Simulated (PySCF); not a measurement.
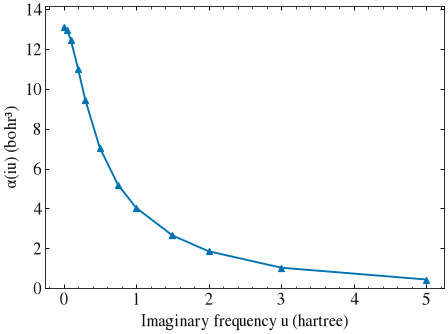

Dipole polarisability at imaginary frequency of an atom or ion with 79 electrons in the configuration [Xe] 4f¹⁴ 5d¹⁰ 6s. Coupled response at the wB97M-V level; PySCF, aug-cc-pVTZ-PP with a 60-electron core potential, unrestricted single determinants, no spin-orbit coupling.

Which species is it, and what does the curve give?

Tl²⁺ (thallium, Z = 81). The static dipole polarisability is 13.1 bohr³; α(iu) falls to half of it near u = 0.56 hartree. The Casimir–Polder integral gives C₆ = 76.4 hartree bohr⁶ for two such species.
